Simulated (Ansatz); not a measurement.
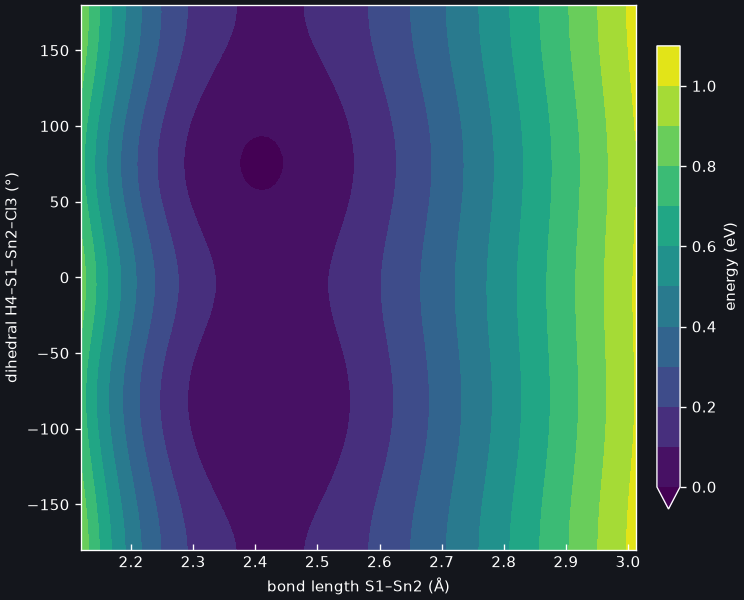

ClH3SSn, SMILES [SH][SnH2][Cl]. The first coordinate is: bond length S1–Sn2; the second: dihedral H4–S1–Sn2–Cl3. Nothing is relaxed (all other coordinates rigid). The grid has 11 × 12 points. Points are written as (first, second). All energies are given in eV relative to the lowest grid point. These are results of RKS PBE-D4/def2-TZVP (Ansatz 0.2.0), not measurements.

The picture shows filled contours. Between grid points the surface is interpolated.

The lowest grid point is at (2.388 Å, 90°). A higher local minimum lies near (2.388 Å, −90°) (0.006 eV above the lowest at that grid point). The highest grid point, (3.012 Å, −180°), lies 1.03 eV above the lowest. On the interpolated surface the easiest way out of the lowest well to the well at about (2.41 Å, −80°) passes a barrier of about 0.061 eV, counted from the interpolated bottom of the well. Round the minimum the two coordinates are nearly uncoupled.

The system is changed to FH3SSn, SMILES [F][SnH2][SH]; the new grid has 15 × 15 points, laid about the new relaxed structure.

**What does this change do to the map?**

The minimum (interpolated where it lies between grid points) moves from about (2.409 Å, 75°) to about (2.404 Å, 80°). The easiest pass out of the lowest well goes from about 0.061 to about 0.076 eV on the interpolated surfaces.

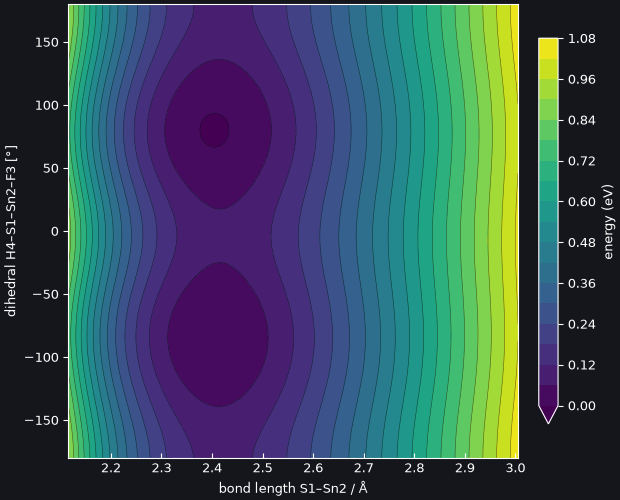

The map after the change, on a colour scale of its own. In the figure: filled contours. Between grid points the surface is interpolated.
